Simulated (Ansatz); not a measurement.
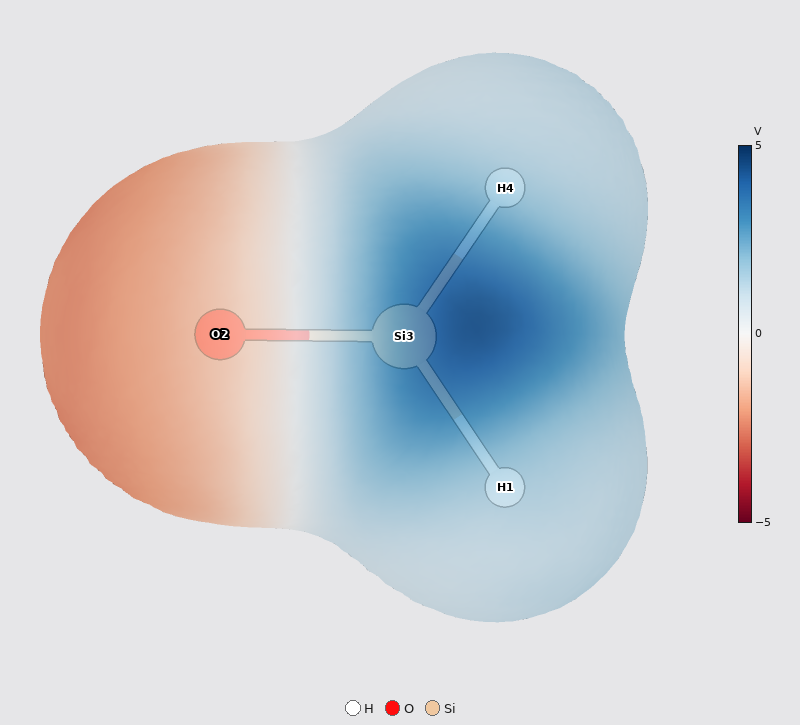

H₂OSi. The electrostatic potential painted on the density surface at 0.004 e/bohr³, seen across its widest extent; red is negative and blue positive.

The product side of a reaction path; geometry: PBE0-D4/def2-TZVP.

These are results of RKS PBE0-D4/def2-TZVPP (Ansatz 0.2.0), not measurements.

```xyz
4

H    -1.1905    0.2083    0.8281
O    -0.0673   -0.1861   -1.5401
Si   -0.0015   -0.0042   -0.0367
H     1.2594   -0.0179    0.7487
```

**Which sites attract a positive test charge, and which a negative one?**

A positive charge is drawn to the negative regions and a negative charge to the positive ones. The most negative region (about −2.3 V, or −53 kcal/mol for a unit charge) lies over O2, the most positive (about +4.3 V, or +99 kcal/mol for a unit charge) over Si3. O2 is the likeliest acceptor of a hydrogen bond.
